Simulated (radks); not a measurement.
The Pd³⁺ ion; electrons: [Kr] 4d7. Theory: scalar-relativistic Kohn-Sham, BLYP, spin-unpolarised, spherical densities, finite nucleus (computed with the in-house radial solver radks).

Wanted: the number of electrons inside radius r (solid) and the radial density 4πr²ρ (dashed).

The count levels off at 43 electrons. Half of them lie within 0.384 bohr, 90 % within 1.33 bohr and 99 % within 2.28 bohr. The radial density has minima at 0.0442, 0.194 and 0.682 bohr, where the count stands at 2.0, 11.2 and 29.1; these part the shells that the density resolves.

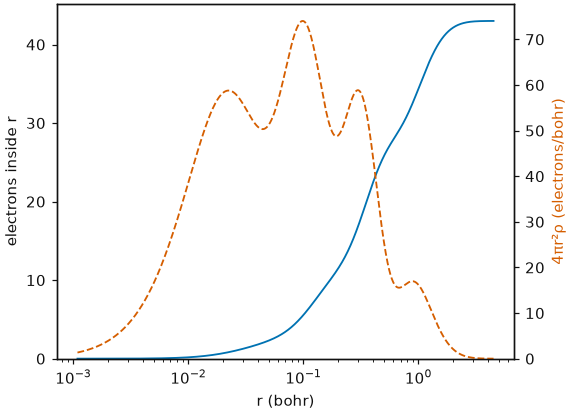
